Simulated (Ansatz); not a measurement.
Complex (SMILES): Cl (HCl) with N#C (CH-N), atoms 1 to 2 the first; geometry from B3LYP-D3(BJ)/def2-TZVP, monomers rigid:
```xyz
5

Cl     0.5827     0.3550    -0.5709
H     -0.2332    -0.1068     0.3213
C     -2.2420    -1.2590     2.4984
N     -1.5177    -0.8394     1.7187
H     -2.9178    -1.6506     3.2258
```

Basis-set convergence of the counterpoise-corrected interaction energy at HF with Ansatz (a quantum-chemistry and plane-wave program). Cartesian d functions, on some or all atoms, in 6-31+G*, 6-311G**; all else is spherical. No added dispersion term, no relativity. Functions are those of the species that has most. Reference: the value in aug-pcseg-3, -2.69 kcal/mol. Deviations are taken from unrounded values.

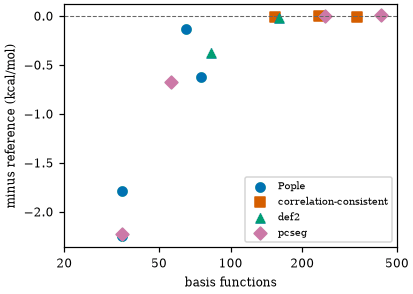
*Deviation from the reference against the number of basis functions, by family of sets.*

| basis | functions | counterpoise-corrected interaction energy (kcal/mol) | minus reference (kcal/mol) |
|---|---|---|---|
| 3-21G | 35 | -4.94 | -2.25 |
| 6-31G | 35 | -4.48 | -1.78 |
| pcseg-0 | 35 | -4.92 | -2.23 |
| pcseg-1 | 56 | -3.36 | -0.67 |
| 6-31+G* | 65 | -2.82 | -0.13 |
| 6-311G** | 75 | -3.32 | -0.62 |
| def2-SVPD | 83 | -3.07 | -0.38 |
| jun-cc-pV(T+d)Z | 154 | -2.70 | -0.01 |
| def2-TZVPPD | 159 | -2.71 | -0.02 |
| cc-pV(Q+d)Z | 234 | -2.69 | 0.00 |
| pcseg-3 | 250 | -2.69 | 0.00 |
| aug-cc-pV(Q+d)Z | 341 | -2.70 | -0.01 |
| pcseg-4 | 429 | -2.68 | 0.01 |
